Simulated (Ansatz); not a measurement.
From C to Sn: the dipole moment

One atom is swapped for its congeners: C2H5F `CCF`; SiH2(CH3)F; GeH2(CH3)F; SnH2(CH3)F. All are singlets with charge 0.

Shapes, held fixed at every level: PBE0-D4/def2-TZVP. Programs: Ansatz 0.2.0. Values in D.

```json
{"level": "PBE-D4/def2-TZVPP", "C2H5F": "1.75", "SiH2(CH3)F": "1.67", "GeH2(CH3)F": "2.34", "SnH2(CH3)F": "2.90"}
{"level": "r2SCAN-D4/def2-TZVPP", "C2H5F": "1.83", "SiH2(CH3)F": "1.70", "GeH2(CH3)F": "2.42", "SnH2(CH3)F": "3.00"}
{"level": "B3LYP-D4/def2-TZVPP", "C2H5F": "1.87", "SiH2(CH3)F": "1.72", "GeH2(CH3)F": "2.46", "SnH2(CH3)F": "3.05"}
{"level": "wB97M-V/def2-TZVPP", "C2H5F": "1.87", "SiH2(CH3)F": "1.70", "GeH2(CH3)F": "2.45", "SnH2(CH3)F": "3.05"}
{"level": "measured", "C2H5F": "1.96", "SiH2(CH3)F": "–", "GeH2(CH3)F": "–", "SnH2(CH3)F": "–"}
```

At wB97M-V/def2-TZVPP the dipole moment isn't monotonic: it is largest for Sn and smallest for Si (3.05 and 1.70 D). Every level shows the same order. Measured values: NIST CCCBDB. For atoms past krypton def2 sets carry core potentials with scalar relativity. Relativity is left out for Ge unless named.

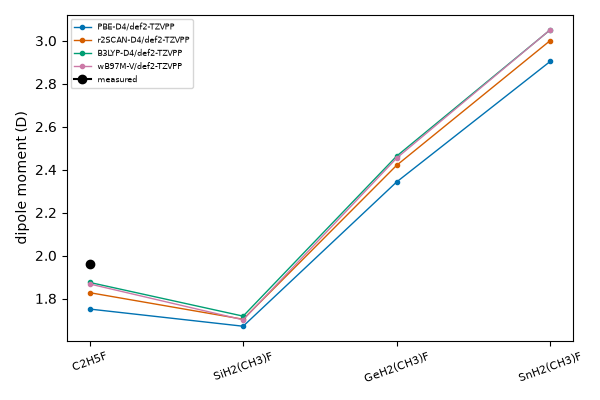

The trend along the series, level by level.
